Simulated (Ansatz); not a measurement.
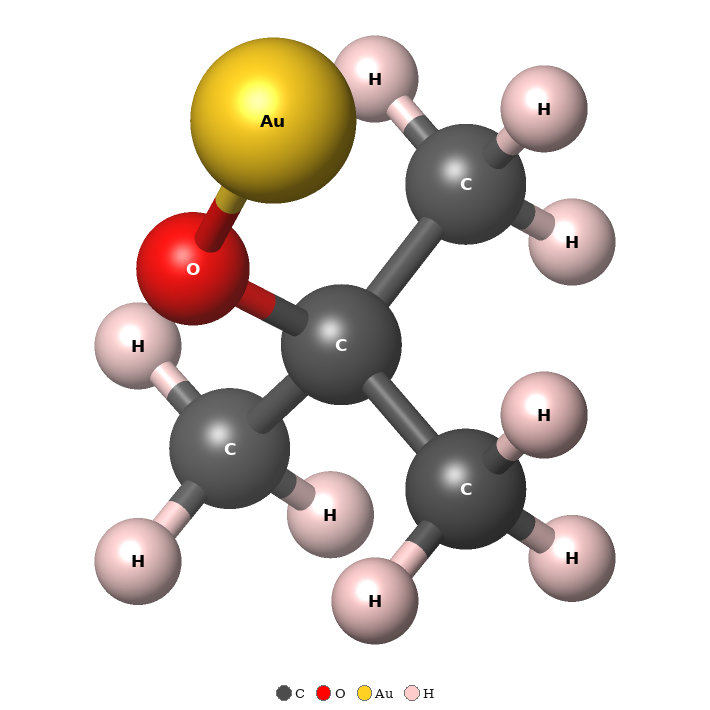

The species is neutral and a spin singlet. Computed geometry: PBE0-D4/def2-TZVP optimisation. No frequency run is at hand to confirm it as a minimum. Program: Ansatz 0.2.0.

At this fixed geometry, give dipole (D), HOMO–LUMO gap (eV), HOMO energy (eV) at these levels: B3LYP-D4/def2-TZVPP; PBE-D4/def2-TZVPP; r2SCAN-D4/def2-TZVPP; ωB97M-V/def2-TZVPP.

```
               level  dipole (D)  HOMO–LUMO gap (eV)  HOMO energy (eV)
 B3LYP-D4/def2-TZVPP        1.71                3.30             −6.76
   PBE-D4/def2-TZVPP        1.32                1.52             −5.53
r2SCAN-D4/def2-TZVPP        1.47                1.96             −5.78
  ωB97M-V/def2-TZVPP        2.54                7.87             −9.19
```
